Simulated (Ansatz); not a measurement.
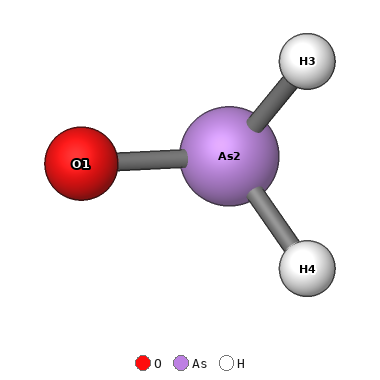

The system is AsH2O, SMILES [O-][AsH2], charge −1; the picture shows the reference structure. 
- First axis: umbrella angle at As2 (between each of its bonds and their common axis; 90 is planar). Second axis: change of the bonds As2–O1, As2–H3, As2–H4, all alike.
- Nothing is relaxed (all other coordinates rigid).
- The scan uses a 15 × 15 grid; 120 points were computed and 105 follow by symmetry.
- Points are written as (first, second).
- Energies are in kcal/mol, from the lowest grid point.
- Energies and slopes of some neighbouring points disagree (a jump in structure or state, or too coarse a mesh).
- Theory: Ansatz, RKS B3LYP-D4/def2-TZVPD.

Its coordinates:

```yaml
atoms:
  - { symbol: O, position_ang: [-1.2995, -0.0888, 0.7255] }
  - { symbol: As, position_ang: [0.0860, -0.6107, -0.1173] }
  - { symbol: H, position_ang: [0.2264, 0.3935, -1.3506] }
  - { symbol: H, position_ang: [1.3021, 0.1800, 0.5500] }
```

Range: umbrella angle at As2 (between each of its bonds and their common axis; 90 is planar) from 49.7 to 130.3°; change of the bonds As2–O1, As2–H3, As2–H4, all alike from −0.180 to 0.277 Å.

> What will the energy surface look like?

The lowest grid point is at (61.2°, 0.016 Å). The same energy is found at (118.8°, 0.016 Å). The highest grid point, (90.0°, 0.277 Å), lies 95.5 kcal/mol above the lowest.

```
second ↓, first →  49.7  55.5  61.2  67.0  72.7  78.5  84.2  90.0  95.8  101.5  107.3  113.0  118.8  124.5  130.3
            0.277  46.6  37.2  34.3  37.0  45.0  58.0  74.9  95.5  74.9   58.0   45.0   37.0   34.3   37.2   46.6
            0.245  40.9  31.2  28.1  31.0  39.3  52.8  70.4  90.9  70.4   52.8   39.3   31.0   28.1   31.2   40.9
            0.212  35.4  25.3  22.1  25.1  33.8  47.7  65.9  84.3  65.9   47.7   33.8   25.1   22.1   25.3   35.4
            0.180  30.5  20.0  16.7  19.8  28.8  43.2  61.7  78.2  61.7   43.2   28.8   19.8   16.7   20.0   30.5
            0.147  26.1  15.1  11.7  14.9  24.1  38.9  57.6  72.3  57.6   38.9   24.1   14.9   11.7   15.1   26.1
            0.114  22.5  11.0   7.3  10.6  20.0  35.1  53.8  66.8  53.8   35.1   20.0   10.6    7.3   11.0   22.5
            0.082  19.8   7.8   3.9   7.2  16.8  32.0  50.4  62.2  50.4   32.0   16.8    7.2    3.9    7.8   19.8
            0.049  18.1   5.5   1.4   4.6  14.3  29.6  47.6  58.2  47.6   29.6   14.3    4.6    1.4    5.5   18.1
            0.016  17.7   4.5   0.0   3.1  12.9  28.2  45.6  55.2  45.6   28.2   12.9    3.1    0.0    4.5   17.7
           −0.016  18.7   4.9   0.0   3.0  12.7  27.9  44.6  53.4  44.6   27.9   12.7    3.0    0.0    4.9   18.7
           −0.049  21.6   7.0   1.7   4.5  14.1  29.0  45.0  53.1  45.0   29.0   14.1    4.5    1.7    7.0   21.6
           −0.082  26.5  11.1   5.4   7.9  17.2  31.9  47.1  54.5  47.1   31.9   17.2    7.9    5.4   11.1   26.5
           −0.114  33.7  17.4  11.1  13.3  22.4  36.6  51.1  57.9  51.1   36.6   22.4   13.3   11.1   17.4   33.7
           −0.147  43.9  26.7  19.8  21.5  30.3  44.0  57.6  64.0  57.6   44.0   30.3   21.5   19.8   26.7   43.9
           −0.180  57.4  39.3  31.6  32.9  41.2  54.3  67.2  73.1  67.2   54.3   41.2   32.9   31.6   39.3   57.4
```

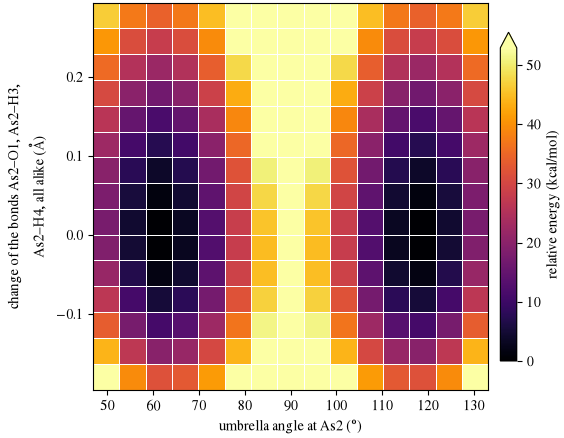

In the figure: one coloured cell a grid point, one colour for all values above the top of the scale.

The whole map (120 points run) took 11 min on 1 thread of Arm Neoverse N1 (shared host).
